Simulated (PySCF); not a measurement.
Run report: C6H10N, EPR calculation

- system: C6H10N, multiplicity 2, SMILES C=CN[C]1CCC1
- method: UKS B3LYP, pcH-1 on C H N, non-relativistic, mean-field spin-orbit, GIAO (PySCF 2.14.0)

It belongs to a series of runs on one base structure; here: H added to N.

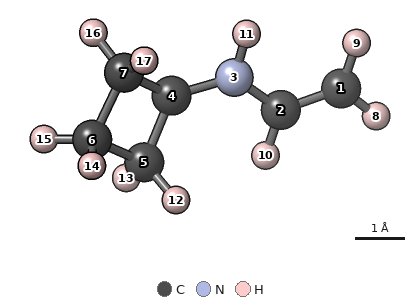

Fig. 1: The structure (ball-and-stick view, seen at a tilt; atoms are numbered from 1 in the order of the input).

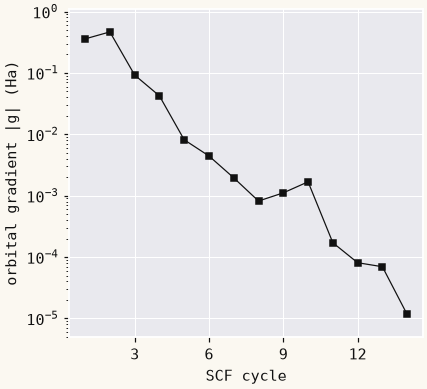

Fig. 2: Convergence of the self-consistent field: orbital gradient |g| against the SCF cycle. All cycles printed in the log are drawn one after another.

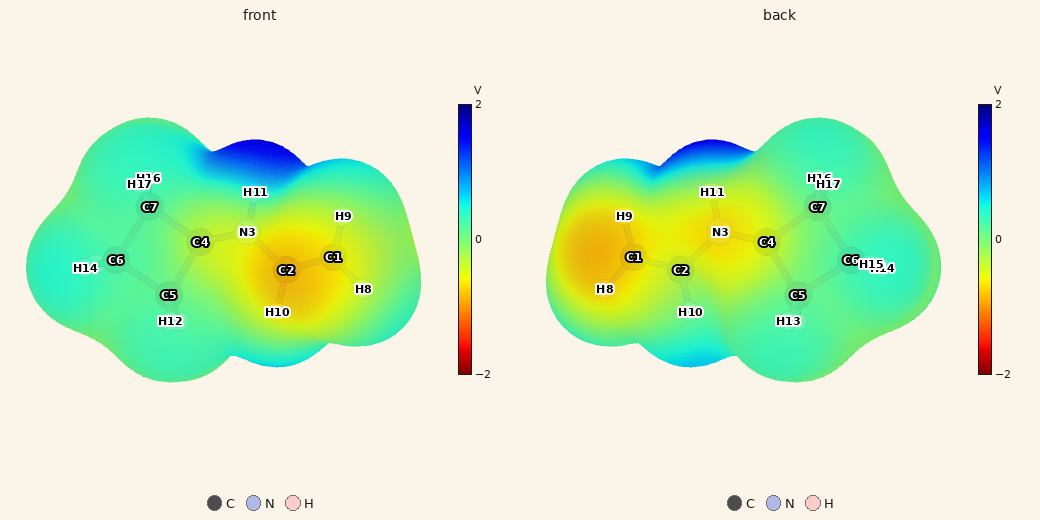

Fig. 3: The molecular electrostatic potential painted on the density surface at 0.001 e/bohr³, seen at a tilt and from behind; the colour scale runs from red (negative) to blue (positive).

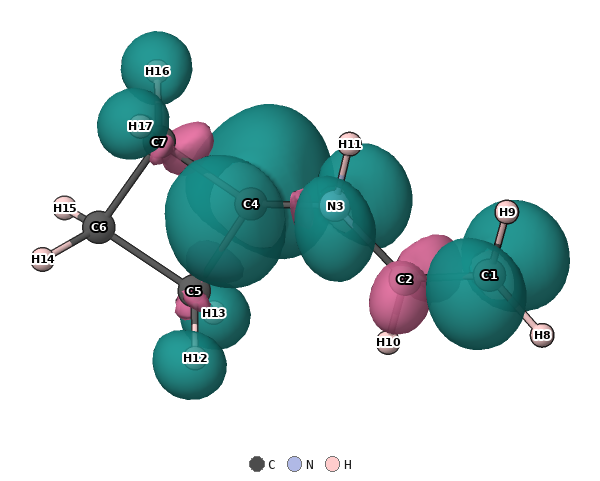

Fig. 4: Isosurfaces of the spin density at +0.015 (teal) and −0.015 e/Å³ (pink), seen at a tilt. The unpaired spin (1 electron) lies mostly on C4 (about 0.5), C1 (about 0.1) and N3 (about 0.1), in electrons by Hirshfeld's partition.

The input and output of the run follow.

## Input
```
{"job": {"kind": "epr", "basis": "pcH-1"}, "charge": 0, "multiplicity": 2}
C      3.211751    -0.455022     0.271577
C      1.899338    -0.625633     0.046894
N      1.008624     0.397042    -0.070442
C     -0.317123     0.276826    -0.370278
C     -1.218544    -0.890975    -0.108416
C     -2.373498     0.116887     0.058897
C     -1.394398     1.292111    -0.142191
H      3.870095    -1.296015     0.364540
H      3.645733     0.525071     0.368543
H      1.466912    -1.610308    -0.050787
H      1.383037     1.335742    -0.014373
H     -0.982447    -1.464256     0.794419
H     -1.336512    -1.596172    -0.934406
H     -2.844688     0.093439     1.038559
H     -3.141367     0.043536    -0.707533
H     -1.621864     1.938852    -0.993674
H     -1.262046     1.930904     0.737686
```

The first line tells a small driver script what to run in PySCF; the rest is the geometry in Å.

Run as:
```bash
OMP_NUM_THREADS=1 python <driver script> task.json out
```

## What the program printed
```
UKS, coarse grid
  cycle   1  E = -289.26227558  |g| = 3.58e-01
  cycle   2  E = -289.21975358  |g| = 4.65e-01
  cycle   3  E = -289.32989969  |g| = 9.22e-02
  cycle   4  E = -289.33337995  |g| = 4.22e-02
  cycle   5  E = -289.33429013  |g| = 8.13e-03
  cycle   6  E = -289.33433180  |g| = 4.43e-03
  cycle   7  E = -289.33434653  |g| = 1.95e-03
  cycle   8  E = -289.33434940  |g| = 8.17e-04
UKS, final grid
  cycle   1  E = -289.33438463  |g| = 1.11e-03
  cycle   2  E = -289.33438396  |g| = 1.68e-03
  cycle   3  E = -289.33438527  |g| = 1.71e-04
  cycle   4  E = -289.33438529  |g| = 8.08e-05
  cycle   5  E = -289.33438531  |g| = 6.95e-05
  cycle   6  E = -289.33438532  |g| = 1.16e-05
E = -289.33438532 Eh   <S^2> = 0.7597 (exact 0.7500)
g shifts (ppm)      1          2          3
  rmc          -162       -162       -162
  gc              4         30         34
  oz_so         -20        521       1011
  total        -178        389        883
hyperfine (MHz)  atom isotope    a_iso     a_fc   dipolar eigenvalues
    0   13C      17.72      17.72    -17.51    -16.66     34.17
    1   13C     -13.53     -13.53     -9.71      2.94      6.77
    2   14N       2.65       2.65     -7.22     -6.30     13.52
    3   13C     135.46     135.46    -65.50    -63.52    129.02
    4   13C     -13.43     -13.43     -2.77     -0.84      3.61
    5   13C       6.95       6.95     -1.61     -1.49      3.11
    6   13C     -14.92     -14.92     -2.70     -0.69      3.38
    7    1H     -14.68     -14.68     -8.75     -0.12      8.87
    8    1H     -13.59     -13.59     -6.68     -0.68      7.36
    9    1H       3.24       3.24     -3.88     -2.55      6.43
   10    1H      -9.78      -9.78     -7.22     -5.17     12.39
   11    1H      69.89      69.89     -3.71     -2.32      6.03
   12    1H      76.49      76.49     -5.00     -3.32      8.32
   13    1H      -4.56      -4.56     -1.98     -1.91      3.89
   14    1H       3.16       3.16     -2.37     -2.04      4.41
   15    1H      79.56      79.56     -5.01     -3.34      8.35
   16    1H      70.71      70.71     -3.60     -2.39      5.99
```

## Key numbers

```tsv
quantity	value
outcome	converged
total energy	−289.334385 hartree
⟨S²⟩	0.760
isotropic g	2.0027
hardware	1 CPU thread, shared host
wall time	53 s
peak memory	0.96 GiB
```
